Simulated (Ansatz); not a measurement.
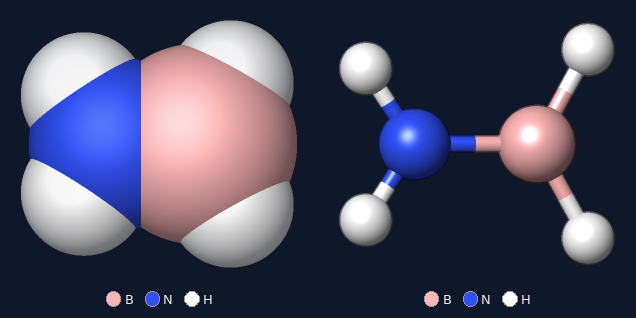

Two views of one molecule.

**What is the molecular formula?**

BH₄N, 6 atoms: 1 boron, 4 hydrogen and 1 nitrogen.

**How many atoms are distinct by symmetry?**

4: 1 B, 1 N, 2 H, 2 H.

**How many bonds of each kind are drawn?**

2 N–H, 2 B–H, 1 B–N. Sticks follow a distance rule.

**Which point group does it belong to?**

C2v.

More results for the same structure follow; atom numbers are the same in all pictures, views and colours differ. The geometry was computed by an optimisation with PBE0-D4/def2-TZVP.

Shape

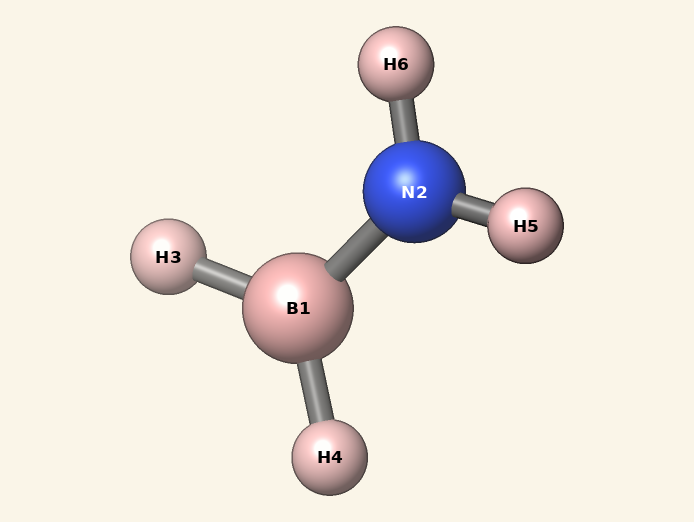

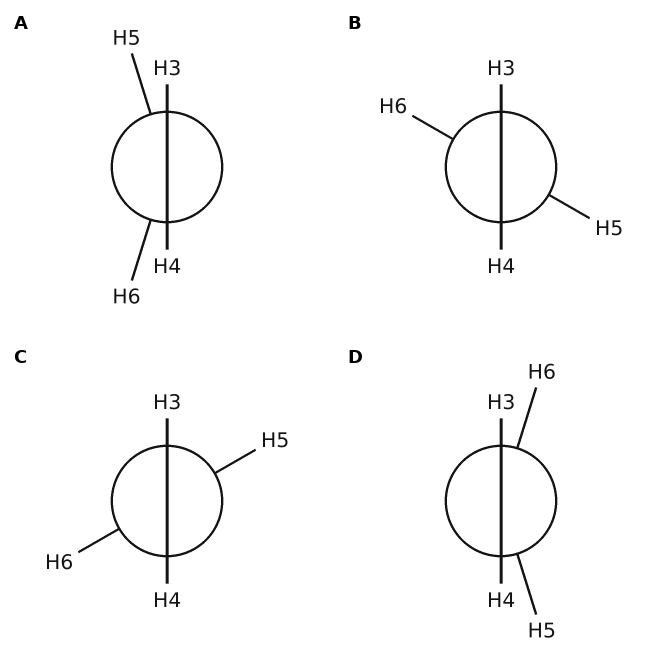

Distant atoms are faded towards the background colour. Bonds that would overlap in a projection are set slightly apart.

**Which Newman projection shows the view along B1–N2, with B1 in front?**

D. The torsion angle H3–B1–N2–H5 is 180°, antiperiplanar (anti).

Electronic properties

Method: RKS PBE0-D4/def2-TZVP (Ansatz 0.2.0).

**Give the harmonic zero-point energy at this level.**

126.3 kJ/mol.

**Estimate the dipole moment.**

1.98 D.

Vibrations

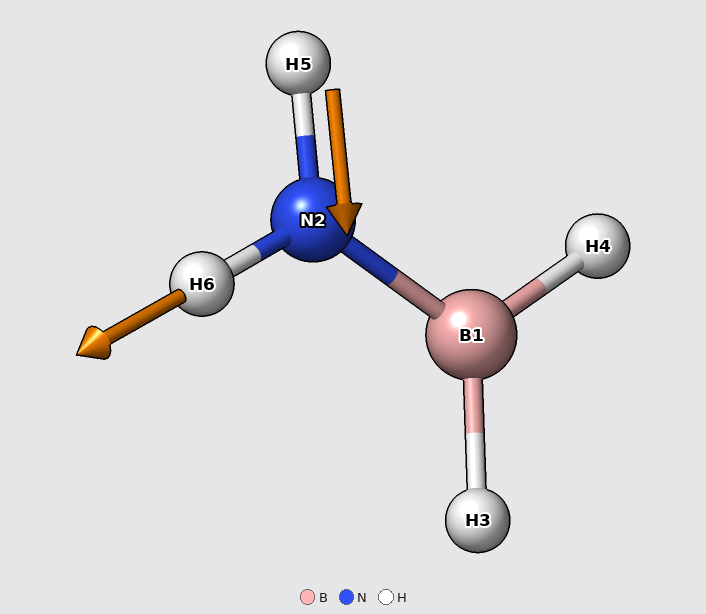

The arrows show one normal mode. Harmonic vibrations computed with RKS PBE0-D4/def2-TZVP (Ansatz 0.2.0) at a stationary point of the same level.

**What kind of motion is it?**

Mostly out-of-phase stretching of 2 N–H bonds.

**At what wavenumber does it lie?**

3710 cm⁻¹; it is mode 12 of 12 counted from the lowest.

Thermal motion

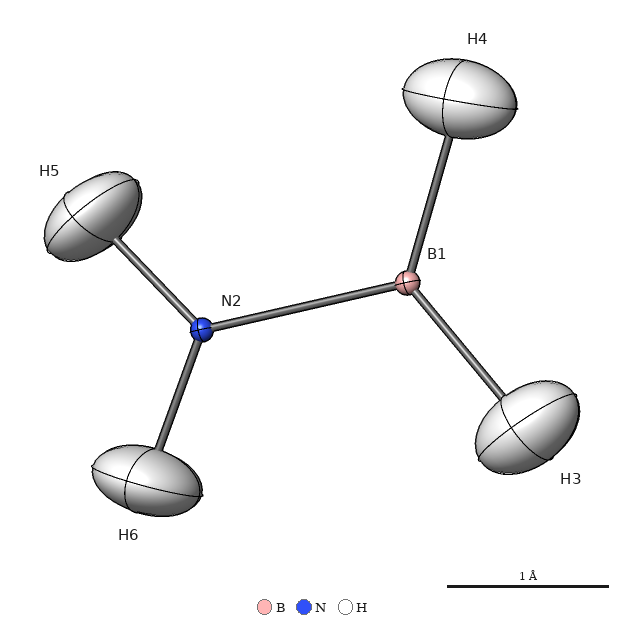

Displacement ellipsoids at the 50 % level, enlarged 2 times, from the internal vibrations of the free molecule (harmonic, no overall translation or rotation; no half-axis is drawn under 0.075 Å). Vibrations computed with RKS PBE0-D4/def2-TZVP (Ansatz 0.2.0). Temperature: 100 K.

**Which atom has the largest mean-square displacement?**

H5, H6, with U_eq = 0.0112 Å².

**Does H5 move more along its bond or across it?**

Across it: the root-mean-square amplitude is 0.067 Å along the bond and up to 0.128 Å across, since bending and torsion are softer than stretching.

List U_eq and the three principal root-mean-square amplitudes for each kind of atom.

```tsv
atom	U_eq (Å²)	rms amplitudes (Å)
B1	0.00050	0.020, 0.021, 0.026
N2	0.00036	0.015, 0.020, 0.021
H3, H4	0.0101	0.079, 0.099, 0.119
H5, H6	0.0112	0.067, 0.114, 0.128
```

Charges

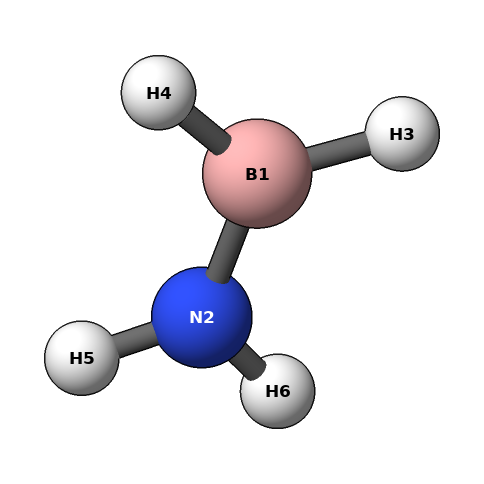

The questions are on Mulliken charges. Properties computed with RKS PBE0-D4/def2-TZVP (Ansatz 0.2.0).

**Which atom carries the highest charge (most positive or least negative)?**

H5, H6 (0.24 e).

**And the lowest?**

N2 (−0.44 e).

List the Mulliken charges.

```json
{"atom": "B1", "value (e)": "−0.03"}
{"atom": "N2", "value (e)": "−0.44"}
{"atom": "H3", "value (e)": "−0.01"}
{"atom": "H4", "value (e)": "−0.01"}
{"atom": "H5", "value (e)": "0.24"}
{"atom": "H6", "value (e)": "0.24"}
```

Mulliken values depend strongly on the basis set and can even reverse the polarity of a bond.
